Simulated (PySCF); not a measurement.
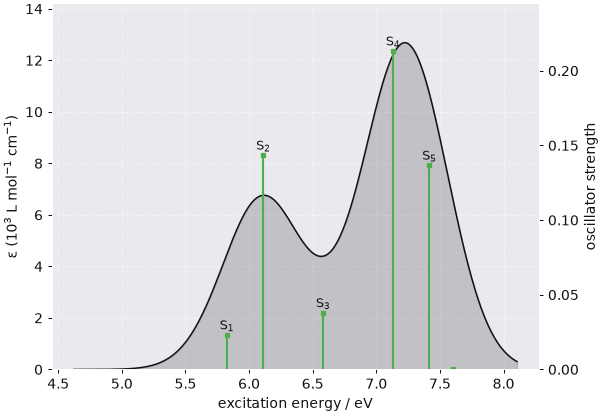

Vertical TDDFT excitations, CAM-B3LYP/def2-SVPD (IEF-PCM acetone), PySCF, at a PBE0-D3(BJ)/def2-SVP geometry (no frequency check). Only the first 6 singlet excitations are included; each is broadened by a Gaussian of 1/e half-width 0.40 eV. Sticks give oscillator strengths (right axis).

**Whose absorption spectrum is this?**
A. B₂SiH₂Cl₂F₂, SMILES FB(F)[SiH2]B(Cl)Cl
B. C₅H₁₅PSi, SMILES CP(C)[Si](C)(C)C

Option B. Its lowest singlet lies at 5.82 eV (f = 0.023) and the brightest of those computed is S4 at 7.13 eV (174 nm), f = 0.213, mainly HOMO → LUMO+5 (54 %).

Known limits of this run: states above the negative HOMO energy depend on the basis; core orbitals are frozen in the response.
